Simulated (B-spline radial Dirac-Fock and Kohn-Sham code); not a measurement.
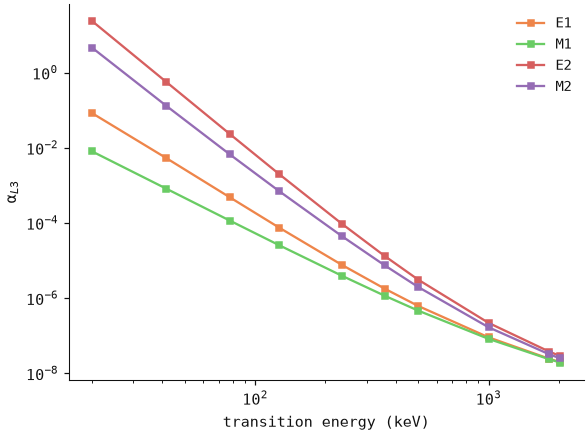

L3-subshell internal conversion coefficients against transition energy, at the marked points and joined by straight lines (also across edges). The figure is for cobalt (Z = 27). Level of theory: a Dirac–Hartree–Slater potential of the neutral atom, no hole, surface-current nucleus; calculated with a B-spline radial atomic code.

Q: How do the multipoles rank at 1820 keV?

A: E2 (3.76 × 10⁻⁸), M2 (3.20 × 10⁻⁸), E1 (2.43 × 10⁻⁸), M1 (2.36 × 10⁻⁸).
